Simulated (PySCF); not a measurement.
```yaml
atoms:
  - { symbol: N, position_ang: [-2.9903, -0.4384, 1.3254] }
  - { symbol: C, position_ang: [-2.1340, 0.0361, 0.4092] }
  - { symbol: O, position_ang: [-2.4362, 0.6652, -0.5810] }
  - { symbol: C, position_ang: [-0.6753, -0.3172, 0.7631] }
  - { symbol: O, position_ang: [-0.4155, -0.9448, 1.7575] }
  - { symbol: C, position_ang: [0.3163, 0.1988, -0.2439] }
  - { symbol: O, position_ang: [1.6153, -0.1272, 0.0935] }
  - { symbol: Si, position_ang: [2.9999, 0.2148, -0.6816] }
  - { symbol: H, position_ang: [-3.9811, -0.2891, 1.2349] }
  - { symbol: H, position_ang: [-2.6193, -0.9503, 2.1115] }
  - { symbol: H, position_ang: [0.1747, 1.2869, -0.3157] }
  - { symbol: H, position_ang: [0.0339, -0.2143, -1.2230] }
  - { symbol: H, position_ang: [3.1810, 1.6643, -0.8063] }
  - { symbol: H, position_ang: [2.9922, -0.3521, -2.0340] }
  - { symbol: H, position_ang: [3.9338, -0.4249, 0.2261] }
```

Geometry: GFN2-xTB.

All numbers below come from PySCF, PBE0/pcSseg-1, SCF density, gas phase, non-relativistic.

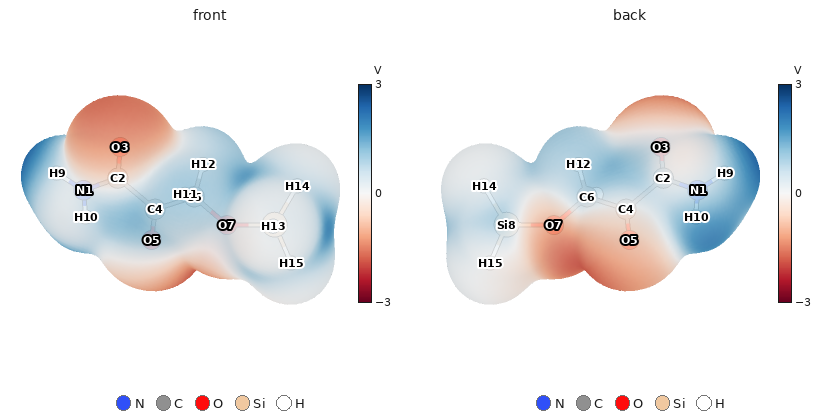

C$_{3}$H$_{7}$NO$_{3}$Si. The molecular electrostatic potential painted on the density surface at 0.002 e/bohr³, seen from the front and from behind; the colour scale runs from red (negative) to blue (positive).

Describe the electrostatic potential map.

The most negative region (about −1.8 V, or −42 kcal/mol for a unit charge) lies over O5 and O7, the most positive (about +2.2 V, or +51 kcal/mol for a unit charge) over H9.
